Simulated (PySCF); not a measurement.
## Electronic structure of C₅H₁₂N₂Si (SMILES C/C(=N\N[SiH3])C1CC1) in real space

```xyz
20

C     0.0782   -2.1807    0.0507
C    -0.2894   -0.7150    0.0049
N     0.5432    0.2429   -0.0856
N     1.8740    0.0381   -0.1766
Si    2.9518    1.3847   -0.0394
C    -1.7241   -0.3590    0.0640
C    -2.1490    0.9131    0.7532
C    -2.2316    0.8180   -0.7308
H    -0.8031   -2.7949    0.2076
H     0.7813   -2.3734    0.8634
H     0.5484   -2.4842   -0.8863
H     2.1944   -0.9255   -0.1387
H     4.2497    0.7963   -0.3757
H     2.5144    2.4067   -0.9862
H     2.9686    1.9363    1.3210
H    -2.3888   -1.2088    0.1538
H    -1.3603    1.5189    1.1696
H    -3.0621    0.8989    1.3294
H    -1.4978    1.3603   -1.3052
H    -3.2028    0.7380   -1.1961
```

Geometry: GFN2-xTB.

Computed with PySCF 2.14.0, PBE0/pcSseg-1, SCF density, gas phase, non-relativistic.

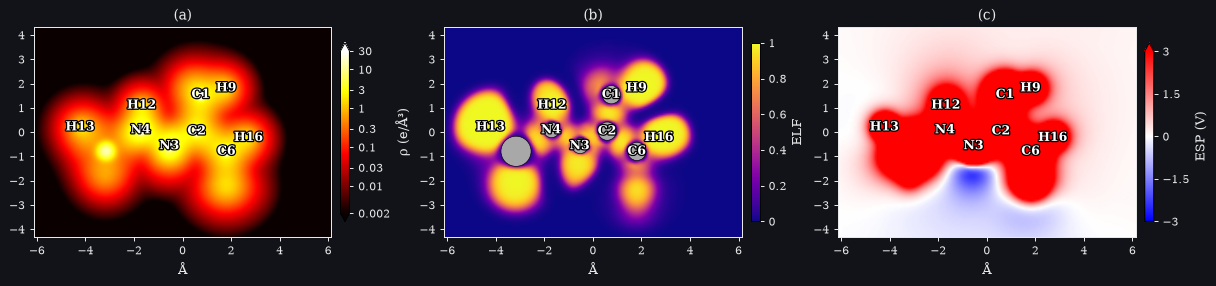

Figure 1. (a) electron density; (b) electron localisation function; (c) electrostatic potential on the plane of atoms N3, N4 and H12. Grey discs cover the atomic cores in the ELF map.

> Describe what can be read from this map.

The plane passes through C, N and H nuclei.
C–N (1.27 Å): the density is about 2.8 e/Å³ at the midpoint; the ELF peaks at about 0.90 between the atoms (localised, covalent bonding).
N–N (1.35 Å): ρ is about 2.4 e/Å³ halfway; the ELF peaks at about 0.90 between the atoms: a covalent bond.
C–C (1.48 Å): ρ is about 1.8 e/Å³ halfway; the ELF peaks at about 0.95 between the atoms; a covalent bond.
N–H (1.02 Å): the density is about 2.8 e/Å³ at the midpoint; the ELF climbs to about 1 towards the hydrogen, as it does in any bond to H: a covalent bond by its length.
C–H (1.09 Å): ρ is about 2 e/Å³ halfway; the ELF climbs to about 1 towards the hydrogen: a covalent bond by its length.
The ELF also peaks beside N3, away from the bonds: lone-pair regions.
Outside the dense part of the molecule the potential is most negative (−2.4 V) near N3.

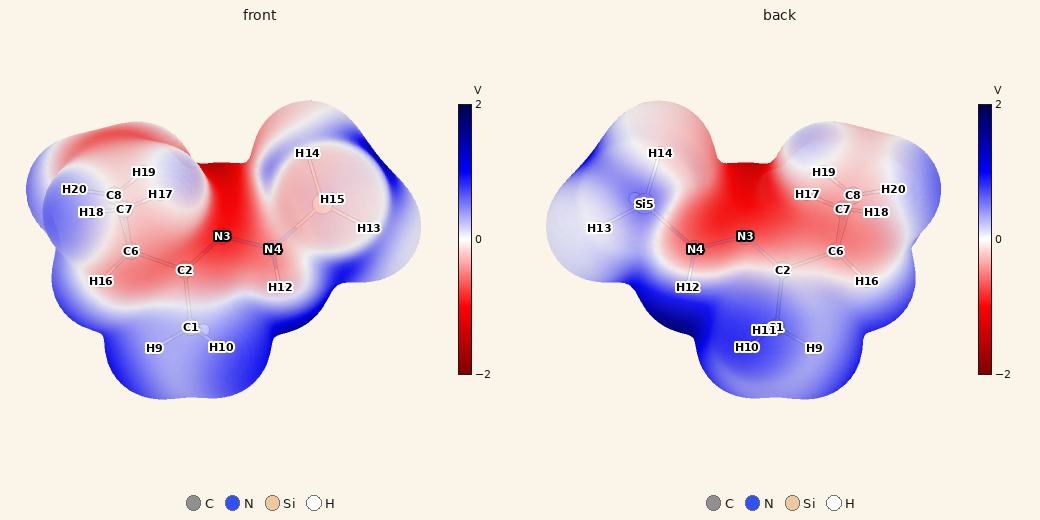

Figure 2. The electrostatic potential painted on the density surface at 0.002 e/bohr³, seen from the front and from behind; the colour scale runs from red (negative) to blue (positive).

> Where is the surface potential most negative and most positive?

The most negative region (about −1.4 V) lies over N3, the most positive (about +1.6 V) over H12. N3 is the likeliest acceptor of a hydrogen bond.

> How polar is the molecule by this calculation?

Its dipole moment is 1.96 D.
